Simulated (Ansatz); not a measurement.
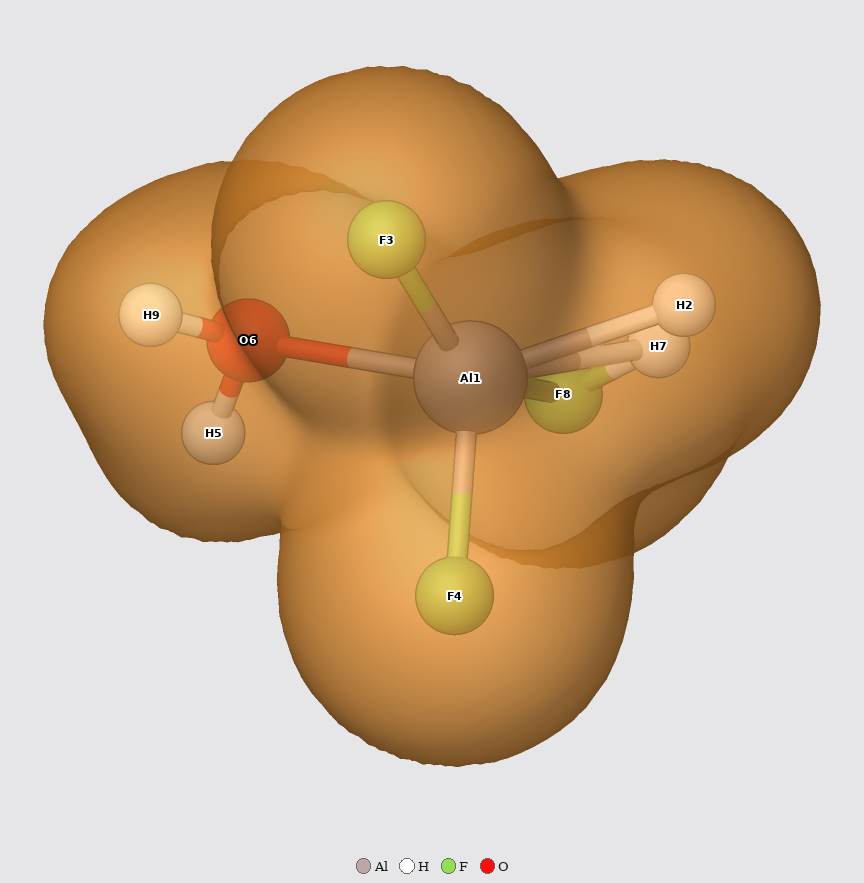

The picture shows: AlF$_{3}$H$_{4}$O. Isosurface of the electron density at 0.05 e/Å³ (orange), seen from one side.

A transition-state structure; geometry: PBE0-D4/def2-TZVP.

Level of theory: RKS PBE0-D4/def2-TZVPP (Ansatz 0.2.0).

Input file:

```
crystal:
  periodic: [false, false, false]
  atoms:
    - {symbol: Al, position_ang: [-0.312309, -0.520471, 0.212165]}
    - {symbol: H, position_ang: [-1.942345, -0.238798, 0.532620]}
    - {symbol: F, position_ang: [-0.381154, -1.693018, -0.973515]}
    - {symbol: F, position_ang: [0.572489, -0.881351, 1.564556]}
    - {symbol: H, position_ang: [1.679130, 0.939292, -0.408576]}
    - {symbol: O, position_ang: [1.059476, 0.361197, -0.867130]}
    - {symbol: H, position_ang: [-1.533005, 0.849685, 0.687625]}
    - {symbol: F, position_ang: [-0.686313, 1.475505, 0.638067]}
    - {symbol: H, position_ang: [1.543931, -0.292041, -1.385812]}
basis:
  gaussian: {orbitals: def2-TZVPP}
hamiltonian: {xc: pbe0, dispersion: d4}
output: {orbitals: {seedname: orbitals}}
```

Command:

```sh
ansatz run in.yaml --threads 4 --pin off --events-out ev --progress --plain --max-ram 9574MiB
```

**Which contacts does the surface bridge?**

At this value the surface is in one piece. It bridges the sampled Al–F (1.66 Å), Al–O (1.96 Å), O–H (0.96 Å) and F–H (1.05 Å) contacts, where the density stays above the isovalue. On the grid the lowest density along these lines, outside the cores, is 0.77 e/Å³ (Al–F, 1.66 Å), 0.38 e/Å³ (Al–O, 1.96 Å), 2.5 e/Å³ (O–H, 0.96 Å) and 1.6 e/Å³ (F–H, 1.05 Å).
